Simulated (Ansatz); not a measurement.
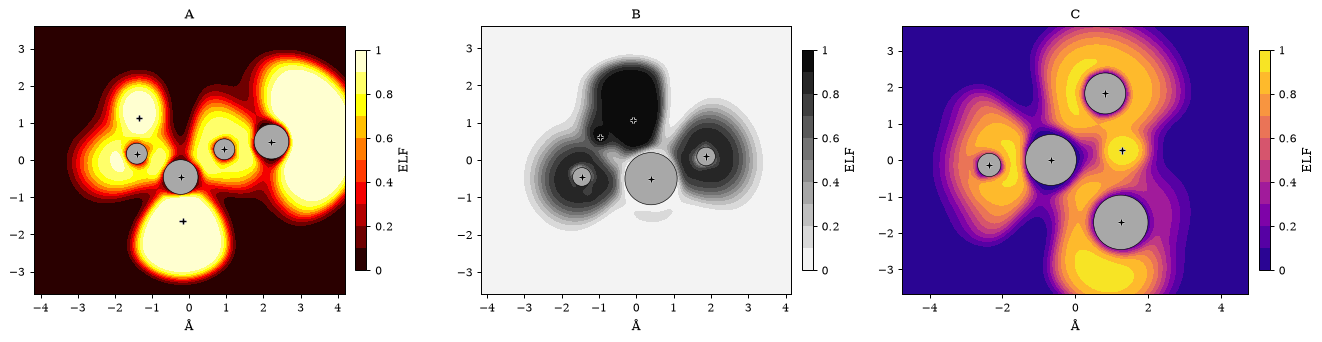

The electron localisation function of 3 systems, each on a plane through atoms (crosses mark nuclei in the plane; grey discs cover the cores).

Computed with RKS PBE0-D4/def2-TZVPP (Ansatz).

System 1: B$_{2}$H$_{2}$O$_{2}$, the molecular plane. Geometry: PBE0-D4/def2-TZVP.

```xyz
6

O     0.0675   -0.9865   -0.0391
B     0.2666   -2.2435   -0.2261
B     0.2091    0.3784   -0.2693
O    -0.4565    1.2483    0.4985
H     0.9166    0.7630   -1.1420
H    -1.0035    0.8403    1.1780
```

System 2: F$_{4}$H$_{2}$Si, the plane of atoms H2, Si1 and F7. A transition-state structure; geometry: PBE0-D4/def2-TZVP.

```xyz
7

Si   -0.3628   -0.1074   -0.1323
H     1.2492   -0.4481   -0.2342
F    -0.5337   -1.3067   -1.1629
F    -1.1967   -0.6258    1.0922
F    -0.9623    1.0929   -0.9466
H     1.2571    0.3211    0.4152
F     0.5492    1.0740    0.9686
```

System 3: AsH$_{8}$NSSi, the plane of atoms Si1, S2 and H6. A transition-state structure; geometry: PBE0-D4/def2-TZVP.

```tsv
atom	x (Å)	y (Å)	z (Å)
Si	-0.2385	-0.5212	0.1552
S	1.5287	0.4095	1.4022
H	-1.1789	0.4904	0.7292
H	0.8714	-1.2576	-0.5296
N	-1.2536	-1.8682	0.3764
H	1.0252	0.9616	-0.0460
As	0.0480	1.1857	-1.7441
H	0.8455	1.3996	2.0022
H	-2.1590	-1.8117	0.8134
H	-1.0038	-2.8014	0.0922
H	-0.0012	2.5709	-1.1218
H	1.5162	1.2426	-2.1296
```

Which map belongs to which system?

Panel A is system 1, B$_{2}$H$_{2}$O$_{2}$: the plane holds O, B and H. B–O (1.29 Å): the ELF peaks at about 0.90 between the atoms, as expected for a polar covalent bond. Panel B is system 2, F$_{4}$H$_{2}$Si: the plane holds Si, H and F. F7···H6 (1.17 Å): the ELF climbs to about 0.90 towards the hydrogen, as it does in any bond to H. Panel C is system 3, AsH$_{8}$NSSi: the plane holds Si, S, N, H and As. Si–N (1.70 Å): the ELF peaks at about 0.90 between the atoms, as expected for a shared but strongly polarised pair.
